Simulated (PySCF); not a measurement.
**O3 (ozone) at PBE/STO-6G**

Aim: the vertical ionisation energy of O3 (ozone) at PBE/STO-6G, from 2 runs. 

The results are computed with PySCF 2.14.0.

17 further runs of the same task are left out: 8 that didn't finish, 9 set aside as unsound or not needed.

## 1. The system as given

The species is O3 (3 atoms), meant as a singlet with charge 0. As SMILES, `O=[O+][O-]`. The shape is that of a PBE0-D4/def2-TZVP optimisation.

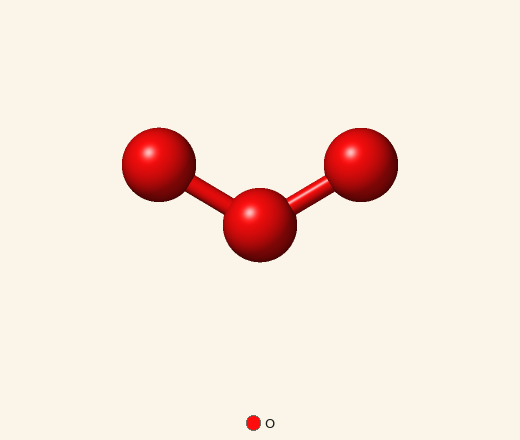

Viewed from a chosen angle; oxygen red.

## 2. The energy at PBE/STO-6G

geometry.xyz

```xyz
3

O      0.848700    -0.535900     0.409500
O     -0.228900    -0.317600    -0.159400
O     -0.619800     0.853500    -0.250100
```

job.py

```python
from pyscf import gto, dft

mol = gto.M(
    atom='geometry.xyz',
    basis='sto-6g',
    verbose=3,
    max_memory=1860,
)

mf = dft.RKS(mol, xc='pbe')
mf.conv_tol = 1e-10
mf.grids.level = 5
mf.kernel()
if not mf.converged:
    mf = mf.newton().run(mf.mo_coeff, mf.mo_occ)

e_tot = mf.e_tot
print(f'total energy: {e_tot:.8f} hartree')
```

Command:

```console
$ OMP_NUM_THREADS=1 python job.py
```

The program printed:

```text
converged SCF energy = -224.279234596068
total energy: -224.27923460 hartree
```

Wall time 2.1 s (1 thread of Arm Neoverse V1, shared host); peak memory 0.18 GiB.

## 3. The doublet cation at the same level

run.py

```python
from pyscf import gto, dft

system = gto.Mole()
system.atom = [
    ('O', (0.848700, -0.535900, 0.409500)),
    ('O', (-0.228900, -0.317600, -0.159400)),
    ('O', (-0.619800, 0.853500, -0.250100)),
]
system.charge = 1
system.max_memory = 1860
system.basis = 'sto-6g'
system.verbose = 3
system.spin = 1
system.build()

calc0 = dft.UKS(system, xc='pbe')
calc0.grids.level = 5
calc0.conv_tol = 1e-10
calc0.kernel()
if not calc0.converged:
    calc0 = calc0.newton().run(calc0.mo_coeff, calc0.mo_occ)

etot = calc0.e_tot
print('E = %.10f Eh' % etot)
```

Command:

```console
$ OMP_NUM_THREADS=1 python run.py
```

The program printed:

```text
WARN: HOMO -0.25034476539788 >= LUMO -0.250344765397878

converged SCF energy = -223.938180783141  <S^2> = 0.75266566  2S+1 = 2.0026639
E = -223.9381807831 Eh
```

It took 4.2 s on 1 thread of Arm Neoverse V1, shared host; peak memory 0.18 GiB.

## 4. Outcome

Level: PBE/STO-6G.

| quantity | value |
| --- | --- |
| singlet O3: total energy | -224.27923 Eh |
| singlet O3: dipole moment | 0.35 D |
| singlet O3: HOMO energy | -2.91 eV |
| singlet O3: LUMO energy | -1.52 eV |
| singlet O3: HOMO–LUMO gap | 1.38 eV |
| doublet cation: total energy | -223.93818 Eh |
| doublet cation: HOMO energy (highest over α and β) | -16.31 eV |
| doublet cation: LUMO energy (lowest over α and β) | -15.59 eV |
| doublet cation: ⟨S²⟩ | 0.753 |
| vertical ionisation energy (to the doublet cation) | 9.281 eV |

**Reading.** Removing an electron at fixed nuclei costs 9.28 eV (214 kcal/mol). The negative HOMO energy of the first species, 2.91 eV, lies 6.37 eV below that difference. In a minimal basis such a difference can be off by several eV, whatever the method. Mulliken charges (singlet O3) run from -0.07 on O1 to +0.14 on O2; they depend strongly on the basis.
